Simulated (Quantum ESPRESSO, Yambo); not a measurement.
# CdSe (F-43m): G0W0 in Yambo against the screening cutoff

Wanted: the cheapest screening cutoff that holds the gap of CdSe (F-43m).

Main program and level: Yambo 5.3.0; PBE and many-body steps on it, plane waves.

## (1) The starting structure

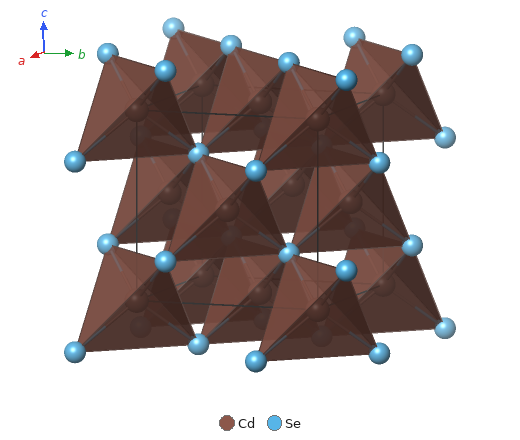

Start, viewed slightly off an axis; cadmium brown, selenium blue. This picture shows the conventional cell, with its axes. Some periodic images of atoms are drawn too.

As a file:

```cif
data_structure
_symmetry_space_group_name_H-M 'P 1'
_symmetry_Int_Tables_number 1
_cell_length_a 4.2780
_cell_length_b 4.2780
_cell_length_c 4.2780
_cell_angle_alpha 60.000
_cell_angle_beta 60.000
_cell_angle_gamma 60.000
_cell_volume 55.36
loop_
_atom_site_label
_atom_site_type_symbol
_atom_site_fract_x
_atom_site_fract_y
_atom_site_fract_z
_atom_site_occupancy
Cd1 Cd 0.00000 0.00000 0.00000 1
Se2 Se 0.75000 0.75000 0.75000 1
```

The lattice is a measured one from papers, the positions are the Materials Project's; both are kept fixed.

## (2) 3 Ha

This step: Yambo 5.3.0; G0W0 on PBE, plane waves, norm-conserving pseudopotentials.

Now the one-shot GW correction: screening in the RPA, then the self-energy of the levels asked for.

The input, gw7.in:

```
HF_and_locXC
gw0
dyson
ppa
em1d
rim_cut
RandQpts= 1000000
RandGvec= 1 RL
EXXRLvcs= 104 Ry
VXCRLvcs= 416 Ry
Chimod= "HARTREE"
% BndsRnXp
 1 | 111 |
%
NGsBlkXp= 6 Ry
% LongDrXp
 1 | 1 | 1 |
%
% GbndRnge
 1 | 111 |
%
DysSolver= "n"
ExtendOut
PPAPntXp= 27.21138 eV
% QPkrange
 1 | 1 | 21 | 24 |
%
```

Run with:

```console
> OMP_NUM_THREADS=1 mpirun -n 8 yambo -F gw7.in -J gw7 -C gw7 > gw7.log
```

The log of the run:

```text
 Yambo, version 5.3.0

 [02] CORE Variables Setup
 =========================

  [... cell, symmetries and grids as in the set-up ...]

  [02.05] Energies & Occupations
  ==============================

  [X] === General ===
  [X] Electronic Temperature                        :  0.000000  0.000000 [eV K]
  [X] Bosonic    Temperature                        :  0.000000  0.000000 [eV K]
  [X] Finite Temperature mode                       : no
  [X] El. density                                   :  0.79478E+24 [cm-3]
  [X] Fermi Level                                   :  8.337627 [eV]

  [X] === Gaps and Widths ===
  [X] Conduction Band Min                           :  0.642755 [eV]
  [X] Valence Band Max                              :  0.000000 [eV]
  [X] Filled Bands                                  :  22
  [X] Empty Bands                                   :    23   377
  [X] Direct Gap                                    :  0.642755 [eV]
  [X] Direct Gap localized at k                     :  1
  [X] Indirect Gap                                  :  0.642755 [eV]
  [X] Indirect Gap between kpts                     :  1  1
  [X] Last valence band width                       :  2.274404 [eV]
  [X] 1st conduction band width                     :  4.462916 [eV]

 [03] Transferred momenta grid and indexing
 ==========================================

 IBZ Q-points                                      :   8
 BZ  Q-points                                      :   64

 K/Q-points units:
 rlu = crystal or reduced units; cc = cartesian coordinates; iku = interal k-units

 Q [1]          [rlu]:  0.000000  0.000000  0.000000
 Q [2]          [rlu]: -0.89146E-17 -0.89146E-17  0.25000
 Q [3]          [rlu]:  0.17829E-16  0.17829E-16 -0.50000
 Q [4]          [rlu]:  0.77583E-17  0.25000      0.25000
 Q [5]          [rlu]:  0.88264E-17  0.25000      0.50000
 Q [6]          [rlu]:  0.17829E-16  0.25000     -0.25000
 Q [7]          [rlu]: -0.15517E-16 -0.50000     -0.50000
 Q [8]          [rlu]:  0.250000 -0.500000 -0.250000

 [04] Coloumb potential Random Integration (RIM)
 ===============================================

  [04.01] RIM initialization
  ==========================

  * Diagonal components only detected *

  8 x (sBL volume)        :  0.082994 [a.u.]
  sBZ random points       :  1000000
  Points outside the sBZ  :   7999624
  RL volume               :  0.663952 [a.u.]
  Integrated volume       :  0.663983 [a.u.]

  [04.02] RIM integrals
  =====================

  Gamma point sphere radius             :  0.079122 [a.u.]
  Points outside the sphere             :   799635
  [Int_sBZ(q=0) 1/q^2]*(Vol_sBZ)^(-1/3) =:  7.763403
                                 should be <:  7.795600

  Summary of Coulomb integrals for non-metallic bands |Q|[au] RIM/Bare

  Q [1] 0.100000E-4 0.995870 * Q [2] 0.237972 1.064105
  Q [4] 0.274787 1.063960 * Q [6] 0.388607 1.026025
  Q [5] 0.455682 1.019091 * Q [3] 0.475944 1.016476
  Q [7] 0.549573 1.013019 * Q [8] 0.614442 1.009952

 [WARNING] [Xp] User bands 1-111 break level degeneracy

 [05] Dipoles
 ============

  [05.01] Setup: observables and procedures
  =========================================

 [06] Dynamic Dielectric Matrix (PPA)
 ====================================

 [SLK-Inversion]  Pools        :  2
 [SLK-Inversion]  BLACS grid   :  2  2

 [WR./gw7//ndb.pp]---------------------------------------------------------------
  Brillouin Zone Q/K grids (IBZ/BZ)                :    8   64    8   64
  RL vectors                                       :   7799 [WF]
  Coulomb cutoff potential                         : none
  Electronic Temperature                           :  0.000000 [K]
  Bosonic    Temperature                           :  0.000000 [K]
  PPA    diel. fun.  energies                      : Perdew, Burke & Ernzerhof(X)+Perdew, Burke & Ernzerhof(C)
  wavefunctions                                    : Perdew, Burke & Ernzerhof(X)+Perdew, Burke & Ernzerhof(C)
  Global Gauge                                     : length
  X matrix size                                    :  113
  X band range                                     :    1  111
  X e/h energy range                               : -1.000000 -1.000000 [eV]
  X Time ordering                                  : R
  X Hxc Kernel                                     : HARTREE
  X Drude frequency                                :  0.000000  0.000000
  X poles                                          :  100.0000 [o/o]
  RL vectors in the sum                            :   7799
  [r,Vnl] included                                 : yes
  Field direction                                  :  0.577350E-5  0.577350E-5  0.577350E-5
  BZ energy Double Grid                            : no
  BZ energy DbGd points                            : 0
  BZ Q point size factor                           : -1.000000
  X Optical Averaged directions                    : none

 [07] Local Exchange-Correlation + Non-Local Fock
 ================================================

 [VXC] Plane waves :   53497
 [EXS] Plane waves :   6855

 QP @ state[ 1 ] K range:  1  1
 QP @ state[ 1 ] b range:  21  24

 [xc] Functional : Perdew, Burke & Ernzerhof(X)+Perdew, Burke & Ernzerhof(C)
 [xc] LIBXC used to calculate xc functional
  PP Number of Atomic Species                      :  2
  NLCC RL compoments                               :   53497
  PP Number of Atomic Species                      :  2
  NLCC RL compoments                               :   53497

 [xc] E_xc :  -40.58500 [Ha]
      E_xc :  -81.17000 [Ry]

  Local XC kind (lXC) : Perdew, Burke & Ernzerhof(X)+Perdew, Burke & Ernzerhof(C)
  Non-Local XC kind (nlXC) : Hartree-Fock

  Corrections @ K [1] :  [eV]
 <21|nlXC|21> = -18.56248 -0.18982E-17 <21|lXC|21> = -16.08531  0.000000
 <22|nlXC|22> = -18.56249  0.18202E-17 <22|lXC|22> = -16.08531  0.000000
 <23|nlXC|23> = -8.137804  0.23949E-17 <23|lXC|23> = -11.74024  0.000000
 <24|nlXC|24> = -5.919439  0.19810E-17 <24|lXC|24> = -10.49393  0.000000

 [08] Dyson equation: Newton solver
 ==================================

  [08.01] G0W0 (W PPA)
  ====================

  [  GW  ] Bands range     :    1  111
  [GW/PPA] G damping       :  0.100000 [eV]

  QP @ state[ 1 ] K range:  1  1
  QP @ state[ 1 ] b range:  21  24

   Sc/G bands                                       :    1  111
   Sc/G damping                                     :  0.100000 ev
   Sc bands terminator                              : no
   Sx RL components                                 :   6855

   QP @ state[ 1 ] K range                          :  1  1
   QP @ state[ 1 ] b range                          :  21  24
   GF energies kind                                 : Perdew, Burke & Ernzerhof(X)+Perdew, Burke & Ernzerhof(C)
   GF WF`s kind                                     : Perdew, Burke & Ernzerhof(X)+Perdew, Burke & Ernzerhof(C)
   Xs energies kind                                 : Perdew, Burke & Ernzerhof(X)+Perdew, Burke & Ernzerhof(C)
   Xs WF`s kind                                     : Perdew, Burke & Ernzerhof(X)+Perdew, Burke & Ernzerhof(C)

 [11] Game Over & Game summary
```

Run time: 61 s. Hardware: 8 MPI ranks of Intel Xeon at 2.60GHz (Ice Lake), shared host; peak memory 4.9 GiB.

Numbers from this step:

* G0W0 gap on the points computed: 1.233 eV
* starting gap on the mesh: 0.6428 eV
* k of the valence top: 0, 0, 0
* k of the conduction bottom: 0, 0, 0
* least direct G0W0 gap on the computed points: 1.233 eV
* Z at the valence top: 0.7955
* Z at the conduction bottom: 0.8154

The gap on the mesh goes from 0.64 eV to 1.23 eV, a correction of +0.59 eV.

## (3) 4.75 Ha

The input, gw8.in:

```
HF_and_locXC
gw0
dyson
ppa
em1d
rim_cut
RandQpts= 1000000
RandGvec= 1 RL
EXXRLvcs= 104 Ry
VXCRLvcs= 416 Ry
Chimod= "HARTREE"
% BndsRnXp
 1 | 111 |
%
NGsBlkXp= 9.5 Ry
% LongDrXp
 1 | 1 | 1 |
%
% GbndRnge
 1 | 111 |
%
DysSolver= "n"
ExtendOut
PPAPntXp= 27.21138 eV
% QPkrange
 1 | 1 | 21 | 24 |
%
```

Run with:

```console
> OMP_NUM_THREADS=1 mpirun -n 8 yambo -F gw8.in -J gw8 -C gw8 > gw8.log
```

The log of the run:

```text
 Yambo, version 5.3.0

 [02] CORE Variables Setup
 =========================

  [... cell, symmetries and grids as in the set-up ...]

  [02.05] Energies & Occupations
  ==============================

  [X] === General ===
  [X] Electronic Temperature                        :  0.000000  0.000000 [eV K]
  [X] Bosonic    Temperature                        :  0.000000  0.000000 [eV K]
  [X] Finite Temperature mode                       : no
  [X] El. density                                   :  0.79478E+24 [cm-3]
  [X] Fermi Level                                   :  8.337627 [eV]

  [X] === Gaps and Widths ===
  [X] Conduction Band Min                           :  0.642755 [eV]
  [X] Valence Band Max                              :  0.000000 [eV]
  [X] Filled Bands                                  :  22
  [X] Empty Bands                                   :    23   377
  [X] Direct Gap                                    :  0.642755 [eV]
  [X] Direct Gap localized at k                     :  1
  [X] Indirect Gap                                  :  0.642755 [eV]
  [X] Indirect Gap between kpts                     :  1  1
  [X] Last valence band width                       :  2.274404 [eV]
  [X] 1st conduction band width                     :  4.462916 [eV]

 [03] Transferred momenta grid and indexing
 ==========================================

 IBZ Q-points                                      :   8
 BZ  Q-points                                      :   64

 K/Q-points units:
 rlu = crystal or reduced units; cc = cartesian coordinates; iku = interal k-units

 Q [1]          [rlu]:  0.000000  0.000000  0.000000
 Q [2]          [rlu]: -0.89146E-17 -0.89146E-17  0.25000
 Q [3]          [rlu]:  0.17829E-16  0.17829E-16 -0.50000
[...]
================================================

 [VXC] Plane waves :   53497
 [EXS] Plane waves :   6855

 QP @ state[ 1 ] K range:  1  1
 QP @ state[ 1 ] b range:  21  24

 [xc] Functional : Perdew, Burke & Ernzerhof(X)+Perdew, Burke & Ernzerhof(C)
 [xc] LIBXC used to calculate xc functional
  PP Number of Atomic Species                      :  2
  NLCC RL compoments                               :   53497
  PP Number of Atomic Species                      :  2
  NLCC RL compoments                               :   53497

 [xc] E_xc :  -40.58500 [Ha]
      E_xc :  -81.17000 [Ry]

  Local XC kind (lXC) : Perdew, Burke & Ernzerhof(X)+Perdew, Burke & Ernzerhof(C)
  Non-Local XC kind (nlXC) : Hartree-Fock

  Corrections @ K [1] :  [eV]
 <21|nlXC|21> = -18.56248 -0.18982E-17 <21|lXC|21> = -16.08531  0.000000
 <22|nlXC|22> = -18.56249  0.18202E-17 <22|lXC|22> = -16.08531  0.000000
 <23|nlXC|23> = -8.137804  0.23949E-17 <23|lXC|23> = -11.74024  0.000000
 <24|nlXC|24> = -5.919439  0.19810E-17 <24|lXC|24> = -10.49393  0.000000

 [08] Dyson equation: Newton solver
 ==================================

  [08.01] G0W0 (W PPA)
  ====================

  [  GW  ] Bands range     :    1  111
  [GW/PPA] G damping       :  0.100000 [eV]

  QP @ state[ 1 ] K range:  1  1
  QP @ state[ 1 ] b range:  21  24

   Sc/G bands                                       :    1  111
   Sc/G damping                                     :  0.100000 ev
   Sc bands terminator                              : no
   Sx RL components                                 :   6855

   QP @ state[ 1 ] K range                          :  1  1
   QP @ state[ 1 ] b range                          :  21  24
   GF energies kind                                 : Perdew, Burke & Ernzerhof(X)+Perdew, Burke & Ernzerhof(C)
   GF WF`s kind                                     : Perdew, Burke & Ernzerhof(X)+Perdew, Burke & Ernzerhof(C)
   Xs energies kind                                 : Perdew, Burke & Ernzerhof(X)+Perdew, Burke & Ernzerhof(C)
   Xs WF`s kind                                     : Perdew, Burke & Ernzerhof(X)+Perdew, Burke & Ernzerhof(C)

 [11] Game Over & Game summary
```

It took 75 s on 8 MPI ranks; peak memory 4.7 GiB; 9.9 min of CPU time.

Numbers from this step:

```
G0W0 gap on the points computed              : 1.256 eV
starting gap on the mesh                     : 0.6428 eV
k of the valence top                         : 0, 0, 0
k of the conduction bottom                   : 0, 0, 0
least direct G0W0 gap on the computed points : 1.256 eV
Z at the valence top                         : 0.7944
Z at the conduction bottom                   : 0.8150
```

Against the run before, the gap moves by +0.023 eV.

## (4) 9.5 Ha

The input, gw9.in:

```
HF_and_locXC
gw0
dyson
ppa
em1d
rim_cut
RandQpts= 1000000
RandGvec= 1 RL
EXXRLvcs= 104 Ry
VXCRLvcs= 416 Ry
Chimod= "HARTREE"
% BndsRnXp
 1 | 111 |
%
NGsBlkXp= 19 Ry
% LongDrXp
 1 | 1 | 1 |
%
% GbndRnge
 1 | 111 |
%
DysSolver= "n"
ExtendOut
PPAPntXp= 27.21138 eV
% QPkrange
 1 | 1 | 21 | 24 |
%
```

Run with:

```console
> OMP_NUM_THREADS=1 mpirun -n 8 yambo -F gw9.in -J gw9 -C gw9 > gw9.log
```

The log of the run:

```text
 Yambo, version 5.3.0

 [02] CORE Variables Setup
 =========================

  [... cell, symmetries and grids as in the set-up ...]

  [02.05] Energies & Occupations
  ==============================

  [X] === General ===
  [X] Electronic Temperature                        :  0.000000  0.000000 [eV K]
  [X] Bosonic    Temperature                        :  0.000000  0.000000 [eV K]
  [X] Finite Temperature mode                       : no
  [X] El. density                                   :  0.79478E+24 [cm-3]
[...]
Sx RL components                                 :   6855

   QP @ state[ 1 ] K range                          :  1  1
   QP @ state[ 1 ] b range                          :  21  24
   GF energies kind                                 : Perdew, Burke & Ernzerhof(X)+Perdew, Burke & Ernzerhof(C)
   GF WF`s kind                                     : Perdew, Burke & Ernzerhof(X)+Perdew, Burke & Ernzerhof(C)
   Xs energies kind                                 : Perdew, Burke & Ernzerhof(X)+Perdew, Burke & Ernzerhof(C)
   Xs WF`s kind                                     : Perdew, Burke & Ernzerhof(X)+Perdew, Burke & Ernzerhof(C)

 [11] Game Over & Game summary
```

Wall time 3 min (8 MPI ranks); peak memory 4.8 GiB; 23 min of CPU time.

Numbers from this step:

| Quantity | Value |
| --- | --- |
| G0W0 gap on the points computed | 1.270 eV |
| starting gap on the mesh | 0.6428 eV |
| k of the valence top | 0, 0, 0 |
| k of the conduction bottom | 0, 0, 0 |
| least direct G0W0 gap on the computed points | 1.270 eV |

Against the run before, the gap moves by +0.014 eV.

## (5) 12 Ha

The input, gw10.in:

```
HF_and_locXC
gw0
dyson
ppa
em1d
rim_cut
RandQpts= 1000000
RandGvec= 1 RL
EXXRLvcs= 104 Ry
VXCRLvcs= 416 Ry
Chimod= "HARTREE"
% BndsRnXp
 1 | 111 |
%
NGsBlkXp= 24 Ry
% LongDrXp
 1 | 1 | 1 |
%
% GbndRnge
 1 | 111 |
%
DysSolver= "n"
ExtendOut
PPAPntXp= 27.21138 eV
% QPkrange
 1 | 1 | 21 | 24 |
%
```

Run with:

```console
> OMP_NUM_THREADS=1 mpirun -n 8 yambo -F gw10.in -J gw10 -C gw10 > gw10.log
```

The log of the run:

```text
 Yambo, version 5.3.0

 [02] CORE Variables Setup
 =========================

  [... cell, symmetries and grids as in the set-up ...]

  [02.05] Energies & Occupations
  ==============================

  [X] === General ===
  [X] Electronic Temperature                        :  0.000000  0.000000 [eV K]
  [X] Bosonic    Temperature                        :  0.000000  0.000000 [eV K]
  [X] Finite Temperature mode                       : no
  [X] El. density                                   :  0.79478E+24 [cm-3]
[...]
Sx RL components                                 :   6855

   QP @ state[ 1 ] K range                          :  1  1
   QP @ state[ 1 ] b range                          :  21  24
   GF energies kind                                 : Perdew, Burke & Ernzerhof(X)+Perdew, Burke & Ernzerhof(C)
   GF WF`s kind                                     : Perdew, Burke & Ernzerhof(X)+Perdew, Burke & Ernzerhof(C)
   Xs energies kind                                 : Perdew, Burke & Ernzerhof(X)+Perdew, Burke & Ernzerhof(C)
   Xs WF`s kind                                     : Perdew, Burke & Ernzerhof(X)+Perdew, Burke & Ernzerhof(C)

 [11] Game Over & Game summary
```

Run time: 5.3 min. Hardware: 8 MPI ranks; peak memory 4.9 GiB; 42 min of CPU time.

Numbers from this step:

```
G0W0 gap on the points computed              : 1.277 eV
starting gap on the mesh                     : 0.6428 eV
k of the valence top                         : 0, 0, 0
k of the conduction bottom                   : 0, 0, 0
least direct G0W0 gap on the computed points : 1.277 eV
```

Against the run before, the gap moves by +0.006 eV.

## (6) Side by side

Times are wall times on 8 MPI ranks of Intel Xeon at 2.60GHz (Ice Lake), shared host, good to a factor of about two.

| run | mesh | bands | screening cutoff (eV) | DFT gap (eV) | gap on the mesh (eV) | direct (eV) | time |
| --- | --- | --- | --- | --- | --- | --- | --- |
| 3 Ha | 4×4×4 | 111 | 81.6 | 0.643 | 1.233 | 1.233 | 61 s |
| 4.75 Ha | 4×4×4 | 111 | 129.3 | 0.643 | 1.256 | 1.256 | 75 s |
| 9.5 Ha | 4×4×4 | 111 | 258.5 | 0.643 | 1.270 | 1.270 | 3 min |
| 12 Ha | 4×4×4 | 111 | 326.5 | 0.643 | 1.277 | 1.277 | 5.3 min |

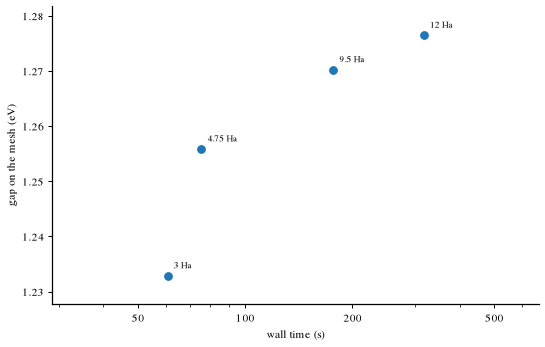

Result against wall time.

## (7) Summary of results

```
3 Ha         : 1.233 eV
4.75 Ha      : 1.256 eV
9.5 Ha       : 1.270 eV
12 Ha        : 1.277 eV
known limits : not at the basis limit; no spin-orbit coupling; coarse k mesh
```

The setting moved: screening cutoff. From 3 Ha to 12 Ha the gap moves by +0.04 eV, for 5.2 times the time. It holds to 0.03 eV from 4.75 Ha on. Bands and screening cutoff are coupled, so a series along one setting does not show full convergence. Bands and cutoff are finite, so the gap is not at the basis limit. The miss can reach some tenths of an eV and take either sign; the mesh is an error of its own. In the G0W0 runs levels were corrected at 1 k point alone, so a gap called «on the mesh» is the least over those, and an edge elsewhere would be missed. The 4×4×4 mesh is coarse for this cell, which bears on the long-range parts of exchange and screening. The many-body steps are scalar-relativistic: spin-orbit coupling is not in them.

[Paths, hosts, dates, memory and timing lines, banners, echoed tables and standing remarks are left out of the program output.]

[Logs are printed without paths, hosts, clocks, repeated set-up lines and the standing remarks that a program may print on its own settings, such as how far it seeks lower states.]

[Runs of the session that timed out or met a known fault of the program may be left out.]

[Hosts, paths, dates, database ids (printed as entryN), source tags and the programs' standing remarks are cut or masked in the printed files.]
